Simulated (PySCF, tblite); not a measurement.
# C₈H₁₀Si: infrared bands, NMR shifts and electronic excitations in gas and solvents, part 1 of 2

Aim: compute the infrared bands, NMR shifts and electronic excitations of C₈H₁₀Si (`[SiH3]Cc1ccc2c(c1)C2`), and see what a dielectric continuum does where one was used.

The runs use tblite 0.8.0 and PySCF 2.14.0, with density-fitted response routines of our own; the level of theory stands in each step. All values are computed, except where a source is named. Atoms are numbered from 0 throughout.

**1. The molecule as given**

19 atoms, charge 0, multiplicity 1; geometry from: force field or distance geometry start.

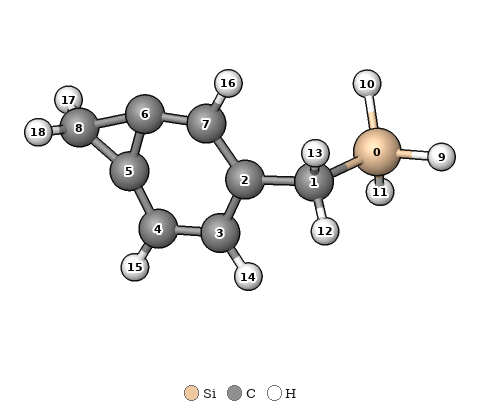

As it starts; silicon light orange, carbon grey, hydrogen white, atoms numbered.

**2. Geometry optimisation with GFN2-xTB**

Job settings and geometry (Å):

```
{"job": {"kind": "relax", "xc": "GFN2-xTB", "basis": "xTB"}, "charge": 0, "multiplicity": 1}
Si    -2.676000    -0.713400    -1.156500
C     -1.898000    -0.299500     0.476700
C     -0.414200     0.051400     0.449300
C     -0.022000     1.393300     0.265800
C      1.323900     1.657600     0.237400
C      2.109800     0.551100     0.360500
C      1.932400    -0.811900     0.532100
C      0.577900    -0.968000     0.570100
C      3.309700    -0.129500     0.440500
H     -4.124400    -1.039100    -0.948100
H     -2.035200    -1.891300    -1.785400
H     -2.612100     0.444900    -2.082700
H     -2.448800     0.525500     0.960400
H     -2.024100    -1.154600     1.164600
H     -0.750700     2.196200     0.180300
H      1.722900     2.655400     0.114000
H      0.214500    -1.994400     0.699600
H      3.895200    -0.348300    -0.443600
H      3.909000    -0.116100     1.345800
```

Started as:

```sh
> OMP_NUM_THREADS=1 python probes_run.py task.json out
```

One launch serves the whole session: the jobs run in the order shown.

Standard output:

```text
step      E/eV     max force
  0    -648.14867    3.923
  1    -648.46409    3.412
  2    -648.70580    1.557
  3    -648.88765    0.926
  4    -648.94970    0.705
  5    -649.00139    0.693
  6    -649.03844    0.641
  7    -649.08030    0.609
  8    -649.10415    0.318
  9    -649.11953    0.313
 10    -649.13312    0.290
 11    -649.14379    0.286
 12    -649.14990    0.180
 13    -649.15208    0.104
 14    -649.15301    0.056
 15    -649.15384    0.060
 16    -649.15451    0.058
 17    -649.15499    0.051
 18    -649.15540    0.058
 19    -649.15590    0.064
 20    -649.15657    0.062
 21    -649.15731    0.062
 22    -649.15799    0.067
 23    -649.15859    0.067
 24    -649.15917    0.066
 25    -649.15976    0.048
 26    -649.16028    0.052
 27    -649.16068    0.052
 28    -649.16097    0.042
 29    -649.16122    0.045
 30    -649.16146    0.043
 31    -649.16172    0.047
 32    -649.16199    0.041
 33    -649.16228    0.048
 34    -649.16258    0.048
 35    -649.16289    0.043
 36    -649.16322    0.041
 37    -649.16354    0.049
 38    -649.16381    0.039
 39    -649.16401    0.030
 40    -649.16416    0.027
 41    -649.16428    0.028
 42    -649.16441    0.034
 43    -649.16459    0.032
 44    -649.16484    0.045
 45    -649.16514    0.046
 46    -649.16542    0.044
 47    -649.16562    0.030
 48    -649.16577    0.028
 49    -649.16591    0.034
 50    -649.16609    0.044
 51    -649.16628    0.041
 52    -649.16645    0.029
 53    -649.16657    0.025
 54    -649.16664    0.017
 55    -649.16668    0.017
 56    -649.16671    0.014
 57    -649.16674    0.013
 58    -649.16678    0.013
 59    -649.16680    0.014
 60    -649.16683    0.012
 61    -649.16685    0.011
 62    -649.16687    0.011
 63    -649.16689    0.012
 64    -649.16690    0.009
```

Wall time 0.83 s (1 thread of Arm Neoverse N1, shared host); peak memory 0.18 GiB.

Along the way: (not every step is listed)

```csv
step,energy from step 0 (eV),largest force (eV/Å)
0,0.0000,3.9226
1,-0.3154,3.4124
2,-0.5571,1.5572
3,-0.7390,0.9262
4,-0.8010,0.7051
5,-0.8527,0.6929
6,-0.8898,0.6405
7,-0.9316,0.6093
8,-0.9555,0.3179
13,-1.0034,0.1041
18,-1.0067,0.0579
23,-1.0099,0.0674
28,-1.0123,0.0418
33,-1.0136,0.0476
38,-1.0151,0.0388
43,-1.0159,0.0317
48,-1.0171,0.0277
53,-1.0179,0.0253
58,-1.0181,0.0130
59,-1.0181,0.0140
60,-1.0182,0.0117
61,-1.0182,0.0114
62,-1.0182,0.0106
63,-1.0182,0.0121
64,-1.0182,0.0088
```

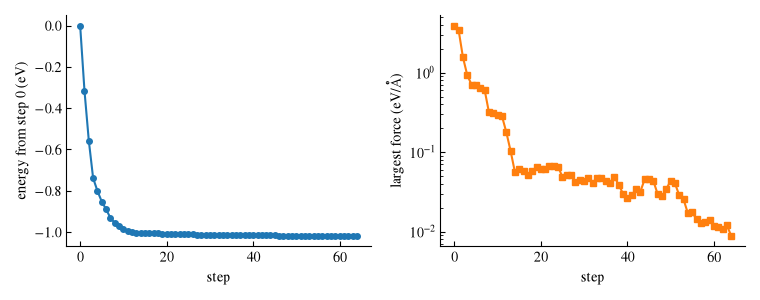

Energy and force, step by step.

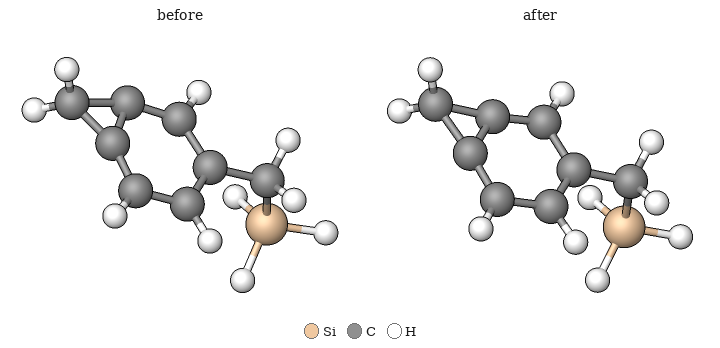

Before and after, at one scale.

Close pairs (by a distance rule), those that changed most:

```csv
bond,before (Å),after (Å),change (Å)
C5–C8,1.382,1.488,+0.107
Si0–C1,1.856,1.910,+0.054
C6–C8,1.540,1.489,-0.051
C3–C4,1.372,1.409,+0.037
Si0–H9,1.499,1.465,-0.034
C1–C2,1.525,1.493,-0.032
C2–C3,1.410,1.388,-0.022
Si0–H11,1.484,1.463,-0.022
```

The final coordinates are the input of the step that follows.

**3. Harmonic vibrations with GFN2-xTB**

Job settings and geometry (Å):

```
{"job": {"kind": "ir", "xc": "GFN2-xTB", "basis": "xTB"}, "charge": 0, "multiplicity": 1}
Si    -2.565240    -0.699989    -1.169960
C     -1.887936    -0.307485     0.572319
C     -0.436992     0.038919     0.500864
C     -0.049759     1.356584     0.298096
C      1.293504     1.767439     0.186575
C      2.170985     0.740208     0.291167
C      1.798197    -0.573626     0.488026
C      0.519555    -1.001586     0.600024
C      3.253643    -0.276193     0.392185
H     -3.984259    -1.043432    -1.049553
H     -1.824978    -1.829249    -1.733507
H     -2.400434     0.476754    -2.023320
H     -2.452027     0.521115     1.001269
H     -2.034311    -1.171159     1.221912
H     -0.823226     2.108779     0.227794
H      1.553818     2.804747     0.033275
H      0.210609    -2.025521     0.756671
H      3.791105    -0.562941    -0.505873
H      3.857943    -0.314111     1.292840
```

Standard output:

```text
mode    cm-1     km/mol
  1      43.9      0.01
  2      84.9      0.18
  3     105.4      0.02
  4     196.9      1.40
  5     262.4      0.38
  6     326.6      2.18
  7     339.0      0.63
  8     453.9      8.02
  9     474.1      6.21
 10     489.0      5.42
 11     506.6     29.06
 12     565.7     27.01
 13     632.3      4.72
 14     661.4      9.90
 15     736.8      2.84
 16     770.5     64.14
 17     785.9    289.62
 18     787.1    286.77
 19     800.4    155.21
 20     811.4    105.46
 21     863.0      4.72
 22     873.0      0.36
 23     892.0      0.60
 24     954.3     13.02
 25     976.4      0.01
 26     978.2      7.46
 27     979.0      0.87
 28    1057.0      6.49
 29    1084.4      4.85
 30    1107.5     11.08
 31    1150.7      2.41
 32    1197.4      1.33
 33    1208.3     68.10
 34    1257.1     14.17
 35    1349.9      0.13
 36    1406.0      0.73
 37    1439.3      0.48
 38    1462.4     38.08
 39    1476.5     10.28
 40    1657.4      2.98
 41    1771.6      1.69
 42    2254.2    380.44
 43    2269.6    350.64
 44    2273.9    163.92
 45    2978.5     31.19
 46    2988.9     37.38
 47    3000.1     38.13
 48    3009.4     80.89
 49    3053.4     73.08
 50    3058.2     28.30
 51    3072.9     58.88
```

It took 1.3 s on 1 thread of Arm Neoverse N1, shared host; peak memory 0.18 GiB.

Which atoms move in the most intense modes:

```csv
cm⁻¹,km/mol,atoms
786,289.6,"H10 37 %, H11 36 %"
787,286.8,"H10 37 %, H11 31 %, H9 24 %"
800,155.2,"C1 25 %, H12 22 %, H13 20 %, H9 15 %"
811,105.5,"H15 20 %, H14 19 %, H16 16 %"
2254,380.4,H9 96 %
2270,350.6,"H10 73 %, H11 23 %"
2274,163.9,"H11 74 %, H10 24 %"
3009,80.9,"H17 52 %, H18 44 %"
```

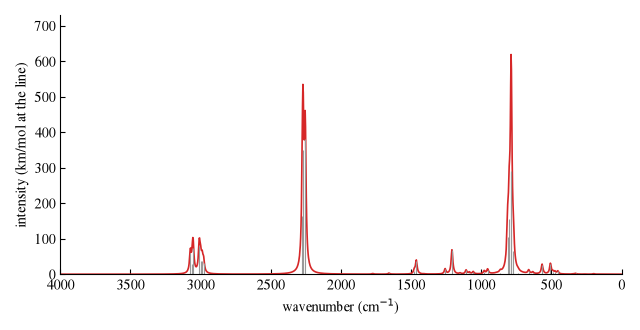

The infrared spectrum from these modes, unscaled. Lines are broadened to a width of 14 cm⁻¹ (Lorentzian).

**4. Relaxing the molecule at PBE0-D3(BJ)/def2-SVP**

Job settings and geometry (Å):

```
{"job": {"xc": "PBE0", "basis": "def2-SVP", "d3": "d3bj", "grid": 1, "shake": 0.01, "kind": "geom"}, "charge": 0, "multiplicity": 1}
Si    -2.544830    -0.725550    -1.165780
C     -1.893610    -0.312010     0.570160
C     -0.457190     0.036600     0.492210
C     -0.016530     1.358840     0.294570
C      1.290690     1.760760     0.176020
C      2.167080     0.745030     0.288780
C      1.807770    -0.575620     0.488270
C      0.535010    -0.996130     0.594970
C      3.251810    -0.270790     0.411540
H     -3.986960    -1.045870    -1.039530
H     -1.833840    -1.832170    -1.724680
H     -2.394630     0.477670    -2.016620
H     -2.480310     0.531330     0.991670
H     -2.051000    -1.168390     1.228920
H     -0.827670     2.098010     0.228060
H      1.553290     2.818800     0.040750
H      0.212550    -2.014400     0.754620
H      3.781850    -0.557100    -0.500050
H      3.855790    -0.321940     1.295130
```

Standard output:

```text
step   0  E = -599.46976268  max force = 0.053725
step   1  E = -599.47765231  max force = 0.010735
step   2  E = -599.47786832  max force = 0.002590
step   3  E = -599.47786264  max force = 0.003539
step   4  E = -599.47793553  max force = 0.000626
step   5  E = -599.47793067  max force = 0.000829
step   6  E = -599.47793948  max force = 0.000181
optimisation converged
```

Wall time 3.1 min (1 thread of Arm Neoverse N1, shared host); peak memory 0.75 GiB.

The steps of the relaxation:

```csv
step,energy from step 0 (eV),largest force component (eV/Å)
0,0.0000,2.7627
1,-0.2147,0.5520
2,-0.2206,0.1332
3,-0.2204,0.1820
4,-0.2224,0.0322
5,-0.2223,0.0426
6,-0.2225,0.0093
```

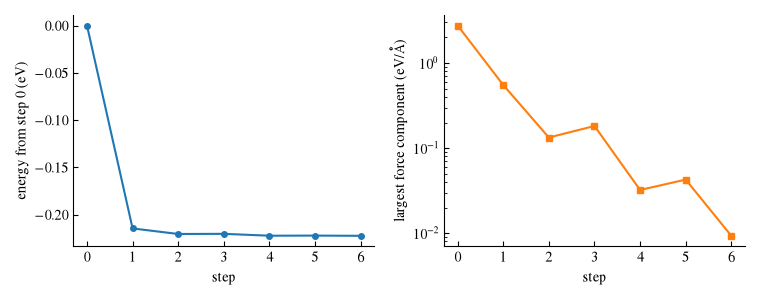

Energy and force, step by step.

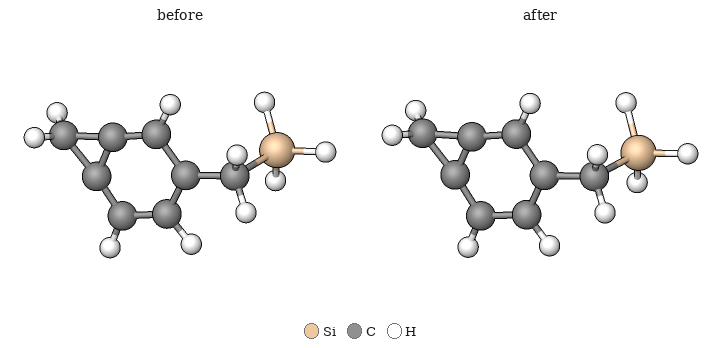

Before and after, at one scale.

Distances of close pairs at the start and the end, largest changes first:

```csv
bond,before (Å),after (Å),change (Å)
Si0–H10,1.429,1.495,+0.065
C3–C4,1.373,1.408,+0.035
C5–C6,1.383,1.352,-0.032
C4–C5,1.346,1.377,+0.031
C6–C7,1.345,1.375,+0.031
C8–H18,1.072,1.101,+0.029
C1–C2,1.480,1.503,+0.023
C2–C7,1.436,1.417,-0.019
```

The end geometry stands in the next job.

```csv
at the end point,value
point group (found at 0.08 Å tolerance),C1
"rotational constants (GHz, main isotopes)","3.411, 0.790, 0.716"
dipole moment (D),0.55
```

**5. NMR shieldings: PBE0/pcSseg-1**

Job settings and geometry (Å):

```
{"job": {"kind": "nmr", "xc": "PBE0", "basis": "pcSseg-1"}, "charge": 0, "multiplicity": 1}
Si    -2.770502    -0.374916    -0.841570
C     -2.054146    -0.002069     0.873278
C     -0.590680     0.332487     0.799632
C     -0.185477     1.667581     0.608815
C      1.162802     2.056189     0.492117
C      2.049282     1.005192     0.575338
C      1.673377    -0.280782     0.753208
C      0.371022    -0.705517     0.875381
C      3.137872    -0.012644     0.651335
H     -4.223889    -0.718797    -0.740184
H     -2.043522    -1.528981    -1.452684
H     -2.617034     0.818300    -1.728090
H     -2.630747     0.827203     1.313491
H     -2.225242    -0.884307     1.511256
H     -0.962042     2.436381     0.553376
H      1.437203     3.104875     0.351343
H      0.060693    -1.744167     1.022828
H      3.678912    -0.299341    -0.263397
H      3.765278    -0.072525     1.553905
```

Method: GIAO PBE0/pcSseg-1 NMR shielding, non-relativistic, gas phase.

Standard output:

```text
coarse grid: 16512 points
cycle   1  E = -599.6234210028  dE =  1.418e+00  |g| = 3.692e-01  |ddm| = 4.341e+00
cycle   2  E = -599.6225485397  dE =  8.725e-04  |g| = 3.839e-01  |ddm| = 9.874e-01
cycle   3  E = -599.6619384087  dE = -3.939e-02  |g| = 4.013e-02  |ddm| = 5.354e-01
cycle   4  E = -599.6621799444  dE = -2.415e-04  |g| = 2.582e-02  |ddm| = 6.246e-02
cycle   5  E = -599.6623310795  dE = -1.511e-04  |g| = 5.644e-03  |ddm| = 2.679e-02
cycle   6  E = -599.6623381162  dE = -7.037e-06  |g| = 2.802e-03  |ddm| = 9.211e-03
final grid: 155312 points
cycle   7  E = -599.7158943980  dE = -2.628e-05  |g| = 8.931e-03  |ddm| = 4.893e-02
cycle   8  E = -599.7158652371  dE =  2.916e-05  |g| = 1.352e-02  |ddm| = 2.601e-02
cycle   9  E = -599.7159157083  dE = -5.047e-05  |g| = 2.330e-03  |ddm| = 1.681e-02
cycle  10  E = -599.7159172179  dE = -1.510e-06  |g| = 2.515e-04  |ddm| = 2.831e-03
cycle  11  E = -599.7159172287  dE = -1.079e-08  |g| = 1.319e-04  |ddm| = 3.754e-04
cycle  12  E = -599.7159172327  dE = -4.037e-09  |g| = 4.368e-05  |ddm| = 1.649e-04
cycle  13  E = -599.7159172332  dE = -4.477e-10  |g| = 1.696e-05  |ddm| = 6.158e-05
converged SCF energy = -599.7159172332

GIAO shielding tensors (ppm)
atom      isotropic    diamagn.    paramagn.     s11        s22        s33       span
  0 Si     408.564     879.118    -470.555    370.076    391.261    464.354     94.277
  1 C      164.302     250.195     -85.894    142.449    156.280    194.176     51.728
  2 C       38.040     262.783    -224.743    -53.618     -0.312    168.051    221.668
  3 C       50.572     253.169    -202.598    -44.558     39.006    157.266    201.824
  4 C       64.464     253.346    -188.882    -12.026     31.075    174.344    186.370
  5 C       56.392     275.519    -219.127    -94.732     38.320    225.588    320.319
  6 C       51.912     262.146    -210.233   -100.891     34.337    222.290    323.181
  7 C       65.593     251.602    -186.008     -6.430     39.269    163.940    170.370
  8 C      162.551     264.882    -102.332    133.498    152.936    201.218     67.720
  9 H       27.099      27.749      -0.650     24.141     24.253     32.904      8.763
 10 H       27.466      29.061      -1.595     23.709     26.836     31.853      8.145
 11 H       27.481      29.040      -1.559     23.756     26.771     31.915      8.159
 12 H       28.995      29.891      -0.897     24.467     28.008     34.509     10.042
 13 H       29.030      30.104      -1.073     24.551     28.017     34.522      9.971
 14 H       24.204      33.307      -9.103     20.476     23.342     28.794      8.318
 15 H       23.994      29.593      -5.598     19.924     25.253     26.806      6.883
 16 H       24.147      32.731      -8.583     19.967     24.892     27.582      7.615
 17 H       27.930      32.433      -4.503     23.863     24.126     35.801     11.938
 18 H       27.965      30.646      -2.680     23.857     24.017     36.021     12.164
```

Run time: 63 s. Hardware: 1 thread of Arm Neoverse N1, shared host; peak memory 0.92 GiB.

The references, computed at this level on geometries of the same kind, shield at (ppm): 1H TMS 31.27, 13C TMS 184.4, 29Si TMS 352.0. Their shielding less the atom's gives the shift. The references are single molecules in the gas phase. Atoms listed in one row are averaged.

```csv
atoms,σ (ppm),δ (ppm),δ scaled to CDCl3
C2,38.0,146.4,141.6
C3,50.6,133.8,129.5
C6,51.9,132.5,128.1
C5,56.4,128.0,123.8
C4,64.5,119.9,116.0
C7,65.6,118.8,114.9
C8,162.6,21.9,20.7
C1,164.3,20.1,19.0
H15,23.99,7.27,7.11
H16,24.15,7.12,6.96
H14,24.20,7.06,6.91
"H9, H10, H11",27.35,3.92,–
"H17, H18",27.95,3.32,3.36
"H12, H13",29.01,2.25,2.35
Si0,408.6,-56.6,–
```

The scaled column applies a straight-line fit of computed shieldings to shifts measured in CDCl3 (root-mean-square error 0.21 ppm for H, 2.0 ppm for C).

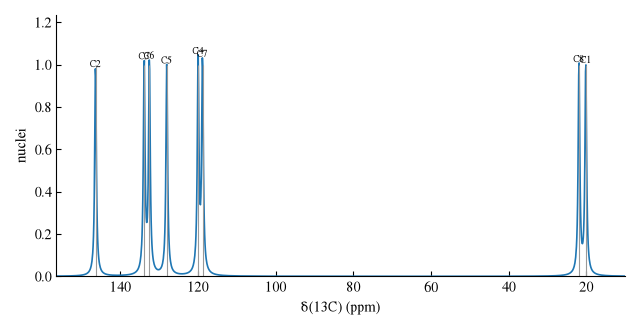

13C lines at the computed shifts, without couplings. Lines are broadened to a width of 0.51 ppm (Lorentzian).

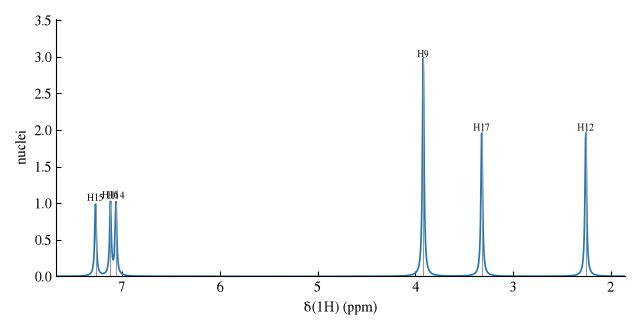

1H lines at the computed shifts, without couplings. Lines are broadened to a width of 0.02 ppm (Lorentzian).

Charges from the same density, by scheme (e):

```csv
atoms,Mulliken,IAO,Hirshfeld,ESP fit
Si0,0.51,0.60,0.31,0.44
C1,-0.41,-0.53,-0.15,-0.37
C2,-0.29,0.01,0.01,0.12
C3,-0.06,-0.17,-0.05,-0.17
C4,-0.08,-0.15,-0.04,-0.33
C5,-0.10,-0.03,-0.03,0.18
C6,-0.09,-0.02,-0.02,0.20
C7,-0.03,-0.17,-0.05,-0.39
C8,-0.08,-0.25,-0.06,-0.50
```

Hirshfeld charges:

Si0 0.31; C1 -0.15; C2 0.01; C3 -0.05; C4 -0.04; C5 -0.03; C6 -0.02; C7 -0.05; C8 -0.06; H9 -0.08; H10 -0.08; H11 -0.08; H12 0.05; H13 0.05; H14 0.05; H15 0.05; H16 0.05; H17 0.05; H18 0.05

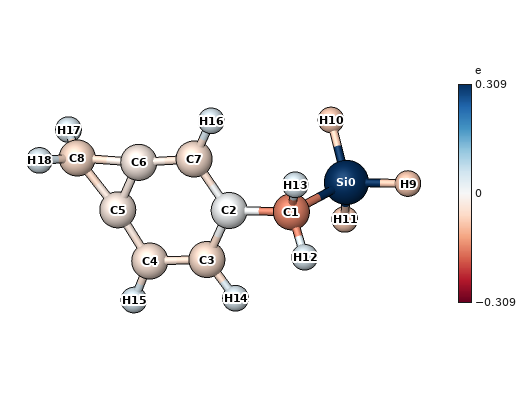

Hirshfeld charges, as colours on the atoms.

Mayer bond orders: Si0–C1 0.90, C1–C2 1.04, C2–C3 1.43, C3–C4 1.42, C4–C5 1.45, C5–C6 1.20, C6–C7 1.46, C6–C8 0.99, C7–C2 1.37, C8–C5 1.00.

Ring of atoms C2, C3, C4, C5, C6, C7: NICS(0) -8.3, NICS(1) -11.3, NICS(1)zz -26.2 ppm (means of both faces).

Ring of atoms C5, C6, C8: NICS(0) -22.1, NICS(1) -7.4, NICS(1)zz -14.3 ppm (means of both faces).

In rings of three or four atoms NICS is ruled by the nearby σ bonds, so it says little on aromaticity.

**6. Excited states and response: wB97X-D/def2-SVPD**

Same as in step 5 but for these lines:

```diff
@@ -1,2 +1,2 @@
-{"job": {"kind": "nmr", "xc": "PBE0", "basis": "pcSseg-1"}, "charge": 0, "multiplicity": 1}
+{"job": {"kind": "uv", "xc": "wB97X-D", "basis": "def2-SVPD", "ip": true, "dynamic": false}, "charge": 0, "multiplicity": 1}
 Si    -2.770502    -0.374916    -0.841570
```

Level: TDDFT wB97X-D/def2-SVPD, vertical, gas phase, core orbitals frozen in the response.

Standard output:

```text
coarse grid: 16512 points
cycle   1  E = -599.7311712961  dE =  1.714e+00  |g| = 2.920e-01  |ddm| = 8.734e+00
cycle   2  E = -599.7536793941  dE = -2.251e-02  |g| = 1.684e-01  |ddm| = 1.824e+00
cycle   3  E = -599.7607821631  dE = -7.103e-03  |g| = 4.797e-02  |ddm| = 6.976e-01
cycle   4  E = -599.7614197679  dE = -6.376e-04  |g| = 1.295e-02  |ddm| = 2.218e-01
cycle   5  E = -599.7614620958  dE = -4.233e-05  |g| = 3.605e-03  |ddm| = 4.522e-02
cycle   6  E = -599.7614659040  dE = -3.808e-06  |g| = 1.528e-03  |ddm| = 1.914e-02
final grid: 155312 points
cycle   7  E = -599.8489799707  dE = -1.232e-04  |g| = 3.593e-03  |ddm| = 3.965e-01
cycle   8  E = -599.8489822043  dE = -2.234e-06  |g| = 2.737e-03  |ddm| = 3.908e-02
cycle   9  E = -599.8489840024  dE = -1.798e-06  |g| = 8.910e-04  |ddm| = 9.820e-03
cycle  10  E = -599.8489842284  dE = -2.260e-07  |g| = 2.596e-04  |ddm| = 3.663e-03
cycle  11  E = -599.8489842478  dE = -1.936e-08  |g| = 6.294e-05  |ddm| = 9.057e-04
cycle  12  E = -599.8489842494  dE = -1.658e-09  |g| = 1.846e-05  |ddm| = 2.894e-04
cycle  13  E = -599.8489842496  dE = -2.387e-10  |g| = 7.246e-06  |ddm| = 1.161e-04
converged SCF energy = -599.8489842496

Static polarisability (au): isotropic 118.943, principal 85.462 114.237 157.131

Singlet excitations
state   eV       nm        f      main configurations
  1   5.0717    244.5   0.06492   H->L 0.76, H-1->L+1 0.17
  2   5.6906    217.9   0.07568   H->L+1 0.78, H-1->L 0.14
  3   6.1438    201.8   0.00411   H-2->L 0.97
  4   6.4919    191.0   0.00031   H-2->L+1 0.91
  5   6.6130    187.5   0.14343   H->L+2 0.38, H-1->L 0.33, H->L+3 0.12
  6   6.6289    187.0   0.15612   H-1->L 0.40, H->L+2 0.30, H->L+3 0.09
  7   6.7872    182.7   0.73247   H-1->L+1 0.70, H->L 0.15
  8   7.1057    174.5   0.00899   H->L+3 0.36, H->L+4 0.35, H->L+2 0.15
  9   7.3982    167.6   0.00380   H-1->L+2 0.41, H-1->L+3 0.17, H-3->L 0.14
 10   7.4285    166.9   0.00147   H-3->L 0.46, H-4->L 0.16, H-1->L+2 0.13

Triplet excitations (Tamm-Dancoff, eV): 4.0131 4.2793 4.6777 5.3941
Vertical ionisation energy (delta-SCF) = 8.2987 eV
```

It took 6.3 min on 1 thread of Arm Neoverse N1, shared host; peak memory 1.2 GiB.

Frontier orbitals and where they lie:

```csv
orbital,eV,atoms
HOMO−3,-11.01,"C1 16 %, C8 15 %, Si0 10 %"
HOMO−2,-10.02,"C6 27 %, C5 26 %, C8 11 %"
HOMO−1,-9.15,"C7 26 %, C4 21 %, C6 17 %"
HOMO,-8.29,"C2 18 %, C5 18 %, C3 16 %"
LUMO,1.19,"C4 21 %, C7 21 %, C2 10 %"
LUMO+1,1.56,"C3 18 %, C2 18 %, C6 16 %"
LUMO+2,2.07,"Si0 32 %, C1 8 %, H9 6 %"
```

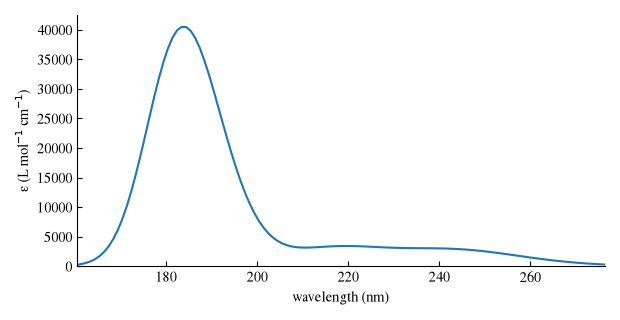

Absorption spectrum: each of the 10 states is a Gaussian band of 0.4 eV half-width at 1/e. Beyond the last state computed it falls off for lack of states.

Further results of this job:

```csv
property,computed
dipole moment (D),0.54
polarisability (Å³),17.63
HOMO–LUMO gap (eV),9.47
−ε(HOMO) (eV),8.28
```

(Continued in part 2 of 2.)
